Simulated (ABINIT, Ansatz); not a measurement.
**SnTe2 (Fm-3m): zone-centre phonons**

Which modes does SnTe2 (Fm-3m) have at the zone centre?

Program: ABINIT 10.8.3. Level of theory: DFT LDA, scalar-relativistic, plane waves, HGH norm-conserving pseudopotentials. Results are calculated unless marked as measured.

The structure was built from a prototype and need not be the compound's stable phase.

## Step 1: Set-up

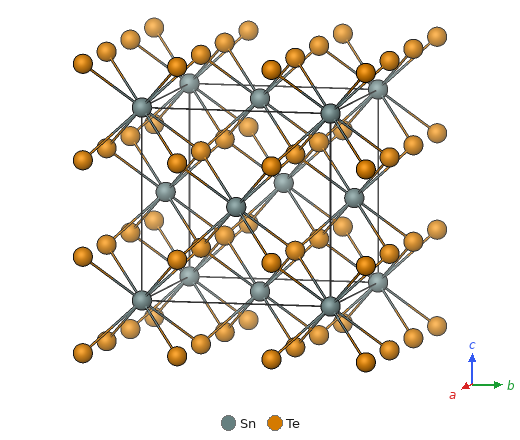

The cell as given, slightly off an axis (tin teal, tellurium orange). This picture shows the conventional cell, with its axes. Some periodic images of atoms are drawn too.

## Step 2: Relaxing the cell and atoms

Frequencies change by per cents with a per cent of volume, so the structure is first brought to rest at this level of theory.

The starting cell comes from a relaxation made beforehand in Ansatz (LDA, PseudoDojo NC).

relax.abi reads:

```
# relaxation
ionmov 2
optcell 2
dilatmx 1.08
ntime 40
tolmxf 1.0d-05
tolvrs 1.0d-14
prtwf 0
prtden 0
chksymtnons 0

# basis, mesh and filling
ecut 20.0
ecutsm 0.5
ixc 7
ngkpt 6 6 6
nshiftk 1
shiftk 0.0 0.0 0.0
istwfk *1
occopt 6
tsmear 0.01
nband 14
nstep 100
diemac 1000000.0
prtebands 0
prtgsr 0
useylm 1

# cell and atoms
acell 9.677444127 9.677444127 9.677444127
rprim 
    -0.7071067812 0.0 0.7071067812
    0.0 0.7071067812 0.7071067812
    -0.7071067812 0.7071067812 0.0
ntypat 2
znucl 50 52
natom 3
typat 1 2 2
xred 
    0.0 0.0 0.0
    0.75 0.75 0.75
    0.25 0.25 0.25
pp_dirpath "./pseudo"
pseudos "Sn.hgh, Te.hgh"
```

Run with:

```bash
> OMP_NUM_THREADS=1 mpirun -n 2 abinit relax.abi > relax.log
```

Numbers of over 12 decimals in the logs are rounded to 6 here.

relax.abo, the main output file:

```text
[banners, grids, parts of the stress and lines that vanish by symmetry left out]
- input  file    -> relax.abi
- output file    -> relax.abo
- root for input  files -> relaxi
[...]
Symmetries : space group Fm -3 m (#225); Bravais cF (face-center cubic)
[...]
mpw =        3479          nfft =       91125          nkpt =          16
[...]
== DATASET  1 ==================================================================
[...]
cutoff_energies: {ecut:  20.0, pawecutdg:  -1.0, }
[...]
Exchange-correlation functional for the present dataset will be:
  LDA: Perdew-Wang 92 LSD fit to Ceperley-Alder data - ixc=7
[...]
ETOT  1  -20.022898405820    -2.002E+01 5.578E-02 2.789E+01
 ETOT  2  -20.038013344362    -1.511E-02 5.915E-04 1.883E+00
 ETOT  3  -20.038149692598    -1.363E-04 1.138E-03 3.314E-01
 ETOT  4  -20.038166212768    -1.652E-05 3.565E-04 5.055E-02
 ETOT  5  -20.038169059704    -2.847E-06 6.074E-04 5.774E-05
[...]
At SCF step   10       vres2   =  2.42E-15 < tolvrs=  1.00E-14 =>converged.
[...]
sigma(1 1)= -1.61773332E-06  sigma(3 2)=  0.00000000E+00
  sigma(2 2)= -1.61773332E-06  sigma(3 1)=  0.00000000E+00
  sigma(3 3)= -1.61773332E-06  sigma(2 1)=  0.00000000E+00
[...]
convergence: {deltae: -2.842E-14, res2:  2.422E-15, residm:  1.994E-05, diffor: null, }
etotal    :  -2.00381691E+01
[...]
ETOT  1  -20.038169200022    -2.004E+01 1.183E-05 4.104E-05
[...]
At SCF step    7       vres2   =  1.38E-15 < tolvrs=  1.00E-14 =>converged.
[...]
sigma(1 1)= -1.39161525E-06  sigma(3 2)=  0.00000000E+00
  sigma(2 2)= -1.39161525E-06  sigma(3 1)=  0.00000000E+00
  sigma(3 3)= -1.39161525E-06  sigma(2 1)=  0.00000000E+00
[...]
convergence: {deltae: -2.487E-14, res2:  1.382E-15, residm:  1.378E-05, diffor: null, }
etotal    :  -2.00381692E+01
[...]
ETOT  1  -20.038169458830    -2.004E+01 1.133E-05 1.559E-03
[...]
ETOT  7  -20.038169603242     3.908E-14 5.355E-06 5.134E-14
 ETOT  8  -20.038169603243    -3.659E-13 5.121E-06 4.863E-16
 At SCF step    8       vres2   =  4.86E-16 < tolvrs=  1.00E-14 =>converged.
[...]
sigma(1 1)= -1.34429624E-09  sigma(3 2)=  0.00000000E+00
  sigma(2 2)= -1.34429623E-09  sigma(3 1)=  0.00000000E+00
  sigma(3 3)= -1.34429623E-09  sigma(2 1)=  0.00000000E+00
[...]
convergence: {deltae: -3.659E-13, res2:  4.863E-16, residm:  5.121E-06, diffor: null, }
etotal    :  -2.00381696E+01
[...]
At Broyd/MD step   3, gradients are converged :
[...]
sigma(1 1)= -1.34429624E-09  sigma(3 2)=  0.00000000E+00
  sigma(2 2)= -1.34429623E-09  sigma(3 1)=  0.00000000E+00
  sigma(3 3)= -1.34429623E-09  sigma(2 1)=  0.00000000E+00
[...]
- sigma(1 1)= -3.95505608E-05  sigma(3 2)=  0.00000000E+00
- sigma(2 2)= -3.95505607E-05  sigma(3 1)=  0.00000000E+00
- sigma(3 3)= -3.95505607E-05  sigma(2 1)=  0.00000000E+00
[...]
fcart     -0.0000000000E+00 -0.0000000000E+00 -0.0000000000E+00
           strten     -1.3442962368E-09 -1.3442962342E-09 -1.3442962342E-09
================================================================================

[key lines of the parts left out:]
pressure_GPa:   3.9551E-05
Total energy (etotal) [Ha]= -2.00381696032426E+01
```

Run time: 73 s. Hardware: 2 MPI ranks of Arm Neoverse N1, shared host; 2.4 min of CPU time.

Little changed from the start: no atom moved by 0.005 Å and no cell edge by 0.1 %.

Numbers from this step:

```
volume per atom   : 31.69 Å³
pressure          : 3.96e-5 GPa
gap on the k-mesh : 0 eV
```

## Step 3: Ground state

First-order wavefunctions inherit every error of the ground state, hence the very tight tolvrs. ecutsm is kept as in the relaxation, so that the cell stays at rest. Occupations are smeared.

gs.abi reads:

```
# ground state
tolvrs 1.0d-16
prtden 1
prtwf 1

# basis, mesh and filling
ecut 20.0
ecutsm 0.5
ixc 7
ngkpt 6 6 6
nshiftk 1
shiftk 0.0 0.0 0.0
istwfk *1
occopt 6
tsmear 0.01
nband 14
nstep 100
diemac 1000000.0
prtebands 0
prtgsr 0
useylm 1

# cell and atoms
acell 9.680807305 9.680807305 9.680807305
rprim 
    -0.7071067812 0.0 0.7071067812
    0.0 0.7071067812 0.7071067812
    -0.7071067812 0.7071067812 0.0
ntypat 2
znucl 50 52
natom 3
typat 1 2 2
xred 
    0.0 0.0 0.0
    0.75 0.75 0.75
    0.25 0.25 0.25
pp_dirpath "./pseudo"
pseudos "Sn.hgh, Te.hgh"
```

Run with:

```bash
> OMP_NUM_THREADS=1 mpirun -n 2 abinit gs.abi > gs.log
```

gs.abo, the main output file:

```text
[banners, grids, parts of the stress and lines that vanish by symmetry left out]
- input  file    -> gs.abi
- output file    -> gs.abo
- root for input  files -> gsi
[...]
Symmetries : space group Fm -3 m (#225); Bravais cF (face-center cubic)
[...]
mpw =        2764          nfft =       64000          nkpt =          16
[...]
== DATASET  1 ==================================================================
[...]
cutoff_energies: {ecut:  20.0, pawecutdg:  -1.0, }
[...]
Exchange-correlation functional for the present dataset will be:
  LDA: Perdew-Wang 92 LSD fit to Ceperley-Alder data - ixc=7
[...]
ETOT  1  -20.023779406154    -2.002E+01 2.592E-02 1.939E+01
 ETOT  2  -20.038021798600    -1.424E-02 3.703E-03 1.313E+00
 ETOT  3  -20.038150223623    -1.284E-04 8.155E-04 2.355E-01
 ETOT  4  -20.038166867918    -1.664E-05 5.256E-04 3.390E-02
 ETOT  5  -20.038169606762    -2.739E-06 3.459E-04 4.784E-05
[...]
ETOT 10  -20.038169611467     4.974E-14 2.144E-05 2.267E-15
 ETOT 11  -20.038169611467     6.395E-14 2.324E-05 2.221E-17
 At SCF step   11       vres2   =  2.22E-17 < tolvrs=  1.00E-16 =>converged.
[...]
sigma(1 1)= -1.34059848E-09  sigma(3 2)=  0.00000000E+00
  sigma(2 2)= -1.34059848E-09  sigma(3 1)=  0.00000000E+00
  sigma(3 3)= -1.34059848E-09  sigma(2 1)=  0.00000000E+00
[...]
convergence: {deltae:  6.395E-14, res2:  2.221E-17, residm:  2.324E-05, diffor: null, }
etotal    :  -2.00381696E+01
[...]
sigma(1 1)= -1.34059848E-09  sigma(3 2)=  0.00000000E+00
  sigma(2 2)= -1.34059848E-09  sigma(3 1)=  0.00000000E+00
  sigma(3 3)= -1.34059848E-09  sigma(2 1)=  0.00000000E+00
[...]
- sigma(1 1)= -3.94417691E-05  sigma(3 2)=  0.00000000E+00
- sigma(2 2)= -3.94417691E-05  sigma(3 1)=  0.00000000E+00
- sigma(3 3)= -3.94417691E-05  sigma(2 1)=  0.00000000E+00
[...]
fcart     -0.0000000000E+00 -0.0000000000E+00 -0.0000000000E+00
           strten     -1.3405984829E-09 -1.3405984838E-09 -1.3405984829E-09
================================================================================

[key lines of the parts left out:]
pressure_GPa:   3.9442E-05
```

It took 22 s on 2 MPI ranks.

Numbers from this step:

| Quantity | Value |
| --- | --- |
| pressure | 3.94e-5 GPa |

The cell stands at 3.9e-5 GPa, close enough for phonons.

## Step 4: Linear response at Γ

At q = 0 one unit cell holds all displacements. The response is solved for single atoms along the cell's directions, and symmetry skips those that follow from others. The crystal is treated as a metal, which screens a static field, so no field response is asked.

dfpt_gamma.abi reads:

```

# common to the responses
getwfk_filepath "gso_WFK"
kptopt 2
nqpt 1
qpt 0.0 0.0 0.0
asr 0
chneut 0

# displacements
rfphon 1
rfatpol 1 3
rfdir 1 1 1
tolvrs 1.0d-10
prtwf 0

# basis, mesh and filling
ecut 20.0
ecutsm 0.5
ixc 7
ngkpt 6 6 6
nshiftk 1
shiftk 0.0 0.0 0.0
istwfk *1
occopt 6
tsmear 0.01
nband 14
nstep 100
diemac 1000000.0
prtebands 0
prtgsr 0
useylm 1

# cell and atoms
acell 9.680807305 9.680807305 9.680807305
rprim 
    -0.7071067812 0.0 0.7071067812
    0.0 0.7071067812 0.7071067812
    -0.7071067812 0.7071067812 0.0
ntypat 2
znucl 50 52
natom 3
typat 1 2 2
xred 
    0.0 0.0 0.0
    0.75 0.75 0.75
    0.25 0.25 0.25
pp_dirpath "./pseudo"
pseudos "Sn.hgh, Te.hgh"
```

Run with:

```bash
> OMP_NUM_THREADS=1 mpirun -n 2 abinit dfpt_gamma.abi > dfpt_gamma.log
```

dfpt_gamma.abo, the main output file:

```text
[banners, grids, parts of the stress and lines that vanish by symmetry left out]
- input  file    -> dfpt_gamma.abi
- output file    -> dfpt_gamma.abo
- root for input  files -> dfpt_gammai
- root for output files -> dfpt_gammao

 Symmetries : space group Fm -3 m (#225); Bravais cF (face-center cubic)
================================================================================
 Values of the parameters that define the memory need of the present run (RF).
     intxc =       0      iscf =       7    lmnmax =      14     lnmax =       6
     mgfft =      40  mpssoang =       3    mqgrid =    3001     natom =       3
  nloc_mem =       1    nspden =       1   nspinor =       1    nsppol =       1
      nsym =      48    n1xccc =       0    ntypat =       2    occopt =       6
   xclevel =       1
-    mband =          14        mffmem =           1         mkmem =          56
-   mkqmem =          56        mk1mem =          56           mpw =        2764
      nfft =       64000          nkpt =         112
- my_mband =          14
================================================================================
================================================================================

--------------------------------------------------------------------------------
------------- Echo of variables that govern the present computation ------------
--------------------------------------------------------------------------------
-
- outvars: echo of selected default values
-   iomode0 =  0 , fftalg0 =312 , wfoptalg0 =  0
-
- outvars: echo of global parameters not present in the input file
-  max_nthreads =    1
-
 -outvars: echo values of preprocessed input variables
 [... echo left out ...]
================================================================================

 chkinp: Checking input parameters for consistency.

[...]
== DATASET  1 ==================================================================
-   mpi_nproc: 2, omp_nthreads: 1 (-1 if OMP is not activated)

--- !DatasetInfo
iteration_state: {dtset: 1, }
dimensions: {natom: 3, nkpt: 112, mband: 14, nsppol: 1, nspinor: 1, nspden: 1, mpw: 2764, }
cutoff_energies: {ecut:  20.0, pawecutdg:  -1.0, }
electrons: {nelect:   1.60000000E+01, charge:   0.00000000E+00, occopt:   6.00000000E+00, tsmear:   1.00000000E-02, }
meta: {optdriver: 1, rfphon: 1, }
...

 mkfilename: getwfk from: gso_WFK

 Exchange-correlation functional for the present dataset will be:
  LDA: Perdew-Wang 92 LSD fit to Ceperley-Alder data - ixc=7
 Citation for XC functional:
  J.P.Perdew and Y.Wang, PRB 45, 13244 (1992)

 Real(R)+Recip(G) space primitive vectors, cartesian coordinates (Bohr,Bohr^-1):
 R(1)= -6.8453645  0.0000000  6.8453645  G(1)= -0.0730421 -0.0730421  0.0730421
 R(2)=  0.0000000  6.8453645  6.8453645  G(2)=  0.0730421  0.0730421  0.0730421
 R(3)= -6.8453645  6.8453645  0.0000000  G(3)= -0.0730421  0.0730421 -0.0730421
 Unit cell volume ucvol=  6.4153408E+02 bohr^3
 Angles (23,13,12)=  6.00000000E+01  6.00000000E+01  6.00000000E+01 degrees
 setup1 : take into account q-point for computing boxcut.

 getcut: wavevector=  0.0000  0.0000  0.0000  ngfft=  40  40  40
         ecut(hartree)=     20.000   => boxcut(ratio)=   2.05243

--- Pseudopotential description ------------------------------------------------
- pspini: atom type   1  psp file is ./pseudo/Sn.hgh

- pspini: atom type   2  psp file is ./pseudo/Te.hgh

   1.70274819E+03                                ecore*ucvol(ha*bohr**3)
--------------------------------------------------------------------------------

 ==>  initialize data related to q vector <==

 The list of irreducible perturbations for this q vector is:
    1)    idir= 1    ipert=   1
    2)    idir= 1    ipert=   2

[...]
The perturbation idir=   2  ipert=   1 is
 symmetric of a previously calculated perturbation.
 So, its SCF calculation is not needed.

 The perturbation idir=   3  ipert=   1 is
 symmetric of a previously calculated perturbation.
 So, its SCF calculation is not needed.

 The perturbation idir=   2  ipert=   2 is
 symmetric of a previously calculated perturbation.
 So, its SCF calculation is not needed.

 The perturbation idir=   3  ipert=   2 is
 symmetric of a previously calculated perturbation.
 So, its SCF calculation is not needed.

 The perturbation idir=   1  ipert=   3 is
 symmetric of a previously calculated perturbation.
 So, its SCF calculation is not needed.

 The perturbation idir=   2  ipert=   3 is
 symmetric of a previously calculated perturbation.
 So, its SCF calculation is not needed.

 The perturbation idir=   3  ipert=   3 is
 symmetric of a previously calculated perturbation.
 So, its SCF calculation is not needed.

--------------------------------------------------------------------------------
 Perturbation wavevector (in red.coord.)   0.000000  0.000000  0.000000
 Perturbation : displacement of atom   1   along direction   1
 Found     4 symmetries that leave the perturbation invariant.

[...]
dfpt_looppert : total number of electrons, from k and k+q
  fully or partially occupied states are    1.600000E+01 and    1.600000E+01.
 Initialisation of the first-order wave-functions :
  ireadwf=   0

--- !BeginCycle
iteration_state: {dtset: 1, }
solver: {iscf: 7, nstep: 100, nline: 4, wfoptalg: 0, }
tolerances: {tolvrs: 1.00E-10, }
...

     iter   2DEtotal(Ha)        deltaE(Ha) residm    vres2
-ETOT  1   27.198950466045     -8.495E+01 2.350E+00 6.853E+04
 ETOT  2   2.102713     -2.510E+01 7.470E-02 5.461E+02
 ETOT  3   1.970700     -1.320E-01 1.836E-03 5.751E+01
 ETOT  4   1.958339     -1.236E-02 3.638E-05 1.840E+00
 ETOT  5   1.957994     -3.447E-04 3.465E-06 1.817E-02
[...]
At SCF step    9       vres2   =  3.88E-11 < tolvrs=  1.00E-10 =>converged.
[...]
Mean square residual over all n,k,spin=   20.367E-15; max=  10.080E-12

 Thirteen components of 2nd-order total energy (hartree) are
 1,2,3: 0th-order hamiltonian combined with 1st-order wavefunctions
     kin0=   9.49374177E+01 eigvalue=   5.54882390E+00  local=  -2.77705303E+01
 4,5,6: 1st-order hamiltonian combined with 1st and 0th-order wfs
 loc psp =  -9.67576620E+01  Hartree=   1.89236560E+01     xc=  -9.92425563E+00
 note that "loc psp" includes a xc core correction that could be resolved
 7,8,9: eventually, occupation + non-local contributions
    edocc=   8.44510761E+00     enl0=   2.00278623E+01   enl1=  -1.23618500E+02
 1-9 gives the relaxation energy (to be shifted if some occ is /=2.0)
   erelax=  -1.10188080E+02
 10,11,12 Non-relaxation  contributions : frozen-wavefunctions and Ewald
 fr.local=   2.28029772E+01 fr.nonlo=   5.99711109E+01  Ewald=   2.93719830E+01
 13,14 Frozen wf xc core corrections (1) and (2)
 frxc 1  =   0.00000000E+00  frxc 2 =   0.00000000E+00
 Resulting in :
 2DEtotal=    0.1957990696E+01 Ha. Also 2DEtotal=    0.532796410814E+02 eV
    (2DErelax=   -1.1018808038E+02 Ha. 2DEnonrelax=    1.1214607108E+02 Ha)
    (  non-var. 2DEtotal :    1.9579901325E+00 Ha)

[...]
Perturbation wavevector (in red.coord.)   0.000000  0.000000  0.000000
 Perturbation : displacement of atom   2   along direction   1
 Found     2 symmetries that leave the perturbation invariant.

--------------------------------------------------------------------------------

--------------------------------------------------------------------------------

 dfpt_looppert : total number of electrons, from k and k+q
  fully or partially occupied states are    1.600000E+01 and    1.600000E+01.
 Initialisation of the first-order wave-functions :
  ireadwf=   0

--- !BeginCycle
iteration_state: {dtset: 1, }
solver: {iscf: 7, nstep: 100, nline: 4, wfoptalg: 0, }
tolerances: {tolvrs: 1.00E-10, }
...

     iter   2DEtotal(Ha)        deltaE(Ha) residm    vres2
-ETOT  1   106.74771584187     -2.341E+02 1.807E+00 2.887E+05
[...]
ETOT 10   1.923279     -1.154E-11 1.152E-11 6.965E-10
 ETOT 11   1.923279     -1.876E-12 1.066E-12 1.177E-11

 At SCF step   11       vres2   =  1.18E-11 < tolvrs=  1.00E-10 =>converged.
[...]
Mean square residual over all n,k,spin=   24.552E-16; max=  10.656E-13

 Thirteen components of 2nd-order total energy (hartree) are
 1,2,3: 0th-order hamiltonian combined with 1st-order wavefunctions
     kin0=   2.79240833E+02 eigvalue=   1.68511210E+01  local=  -6.96743046E+01
 4,5,6: 1st-order hamiltonian combined with 1st and 0th-order wfs
 loc psp =  -4.06064385E+02  Hartree=   7.45879665E+01     xc=  -3.15031360E+01
 note that "loc psp" includes a xc core correction that could be resolved
 7,8,9: eventually, occupation + non-local contributions
    edocc=   2.00478698E+01     enl0=   4.93421172E+01   enl1=  -2.71720549E+02
 1-9 gives the relaxation energy (to be shifted if some occ is /=2.0)
   erelax=  -3.38892467E+02
 10,11,12 Non-relaxation  contributions : frozen-wavefunctions and Ewald
 fr.local=   1.68616456E+02 fr.nonlo=   1.35484310E+02  Ewald=   3.67149788E+01
 13,14 Frozen wf xc core corrections (1) and (2)
 frxc 1  =   0.00000000E+00  frxc 2 =   0.00000000E+00
 Resulting in :
 2DEtotal=    0.1923278627E+01 Ha. Also 2DEtotal=    0.523350775835E+02 eV
    (2DErelax=   -3.3889246684E+02 Ha. 2DEnonrelax=    3.4081574546E+02 Ha)
    (  non-var. 2DEtotal :    1.9232786072E+00 Ha)

[...]
---- first-order wavefunction calculations are completed ----

 ==> Compute Derivative Database <==

 [... matrices left out ...]
  Phonon wavevector (reduced coordinates) :  0.00000  0.00000  0.00000
 Phonon energies in Hartree :
  -3.524421E-06 -3.524420E-06 -3.524419E-06  3.627176E-04  3.627176E-04
   3.627176E-04  3.761015E-04  3.761015E-04  3.761015E-04
 Phonon frequencies in cm-1    :
- -7.735209E-01 -7.735209E-01 -7.735206E-01  7.960732E+01  7.960732E+01
-  7.960732E+01  8.254474E+01  8.254474E+01  8.254474E+01

== END DATASET(S) ==============================================================
================================================================================

 -outvars: echo values of variables after computation
            acell      9.6808073050E+00  9.6808073050E+00  9.6808073050E+00 Bohr
           etotal      1.9232786272E+00
            fcart      0.0000000000E+00  0.0000000000E+00  0.0000000000E+00
           strten      0.0000000000E+00  0.0000000000E+00  0.0000000000E+00
================================================================================
```

Run time: 2.5 min. Hardware: 2 MPI ranks.

This step gave:

| Quantity | Value |
| --- | --- |
| largest acoustic frequency at the zone centre before the sum rule | -0.77 cm⁻¹ |
| highest optical zone-centre mode (no LO-TO term) | 82.54 cm⁻¹ |
| lowest optical zone-centre mode | 79.61 cm⁻¹ |

The acoustic modes at Γ come out as far as 0.8 cm⁻¹ from zero, where they should vanish, a small numerical error.

(Continued in part 2 of 3.)

[Host names and launcher messages were left out of these logs when they were recorded.]

[Logs are printed without paths, hosts, clocks, repeated set-up lines and the standing remarks that a program may print on its own settings, such as how far it seeks lower states.]

[Hosts, paths, dates, database ids (printed as entryN), source tags and the programs' standing remarks are cut or masked in the printed files.]
